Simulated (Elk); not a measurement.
Band structure of Hf (P6_3/mmc, 2 atoms in the cell).

```
CELL_PARAMETERS angstrom
      1.57857    -2.73417     0.00000
      1.57857     2.73417     0.00000
      0.00000     0.00000     4.99798
ATOMIC_POSITIONS crystal
  Hf 0.33333 0.66667 0.25000
  Hf 0.66667 0.33333 0.75000
```

Computed with PBE, all-electron FP-LAPW, Elk's shipped species files, APW+lo basis with extra local orbitals run with Elk.

Settings: xctype = 20; rgkmax = 8; stype = 0; swidth = 0.00367493 Ha; ngridk = 8 8 5; gmaxvr = 14 1/bohr; nxlo = 2; lorbcnd = true; lmaxi = 2; maxscl = 100.

The starting cell has typed, rounded lattice constants, without a prior relaxation at this level. Its lattice was rescaled by a random factor within 2.5 % of one. Spin-orbit coupling is off. Values depend on the basis (sphere radii, cutoffs, local orbitals), which need not be converged.

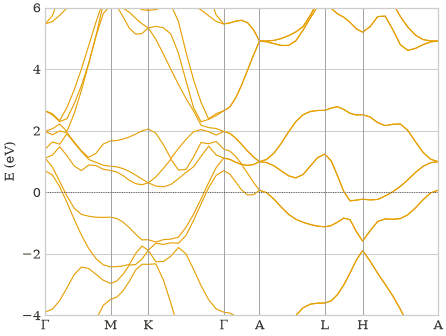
Figure: Bands along the path, energies from the Fermi level.

Levels in eV from the Fermi level, bands 23 to 30:
| point | 23 | 24 | 25 | 26 | 27 | 28 | 29 | 30 |
|---|---|---|---|---|---|---|---|---|
| Γ | -7.57 | -3.90 | 0.70 | 1.11 | 1.11 | 1.40 | 1.97 | 1.97 |
| M | -3.48 | -2.96 | -2.43 | -0.81 | 0.71 | 0.84 | 1.67 | 6.07 |
| K | -2.34 | -1.88 | -1.88 | -1.54 | 0.31 | 0.31 | 2.05 | 5.34 |
| A | -5.53 | -5.53 | 0.07 | 0.07 | 0.99 | 0.99 | 0.99 | 0.99 |
| L | -3.60 | -3.60 | -1.12 | -1.12 | 1.24 | 1.24 | 2.66 | 2.66 |
| H | -1.90 | -1.90 | -1.59 | -1.59 | -0.23 | -0.23 | 2.52 | 2.52 |

Bands cross the Fermi level along this path, so the cell is metallic at this level.
